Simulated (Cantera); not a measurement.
Feed: 1 mol Mg(OH)2, 7.8 mol CO2, held at 0.000390 bar.

Method: chemical equilibrium by Gibbs-energy minimisation in Cantera with the NASA 1993 tables (ideal gas, pure condensed phases). Candidate condensed phases: C, C6H6, C7H8, C8H18, H2O, Mg, MgCO3, MgO, Mg(OH)2; 116 gas species. Rates play no part.

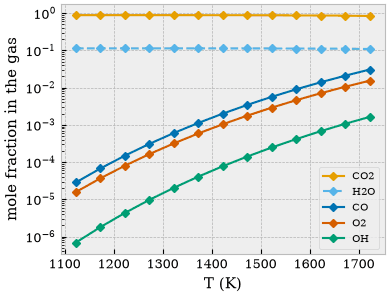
Figure: Equilibrium gas composition (values under 1e-9 drawn at 1e-9)

From 1123 K to 1723 K the condensed part is MgO(s).
